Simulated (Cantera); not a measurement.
Input: 1 mol SiCl4, 2 mol N2O, 88 mol H2, at 0.100 bar.

Cantera equilibrium calculation (NASA polynomials, part measured and part estimated; ideal gas, pure solids and liquids). Candidate condensed phases: H2O, NH4Cl, Si, SiO2, Si2N2O, Si3N4; 47 gas species. Mutual solubility and eutectic melting of coexisting phases are not modelled. The tables hold silica as quartz up to 1696 K and as liquid above; real silica turns to tridymite and cristobalite and melts near 1996 K. Equilibrium is a limit: real reactors are often held back by kinetics, nucleation or transport.

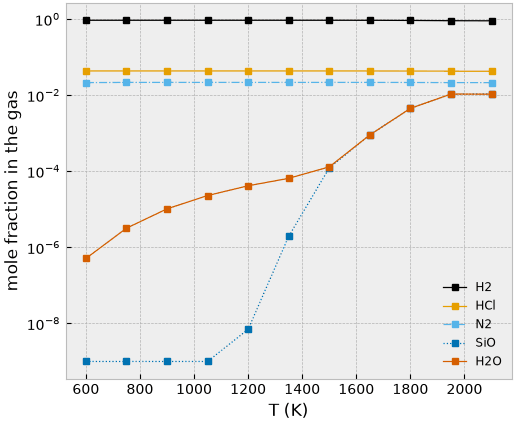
Figure: Equilibrium gas composition (values under 1e-9 drawn at 1e-9)

Problem. Read off the mole fractions at 2100 K.

Solution. H2 about 0.91, HCl about 0.042, N2 about 0.021, SiO about 0.011, H2O about 0.011.
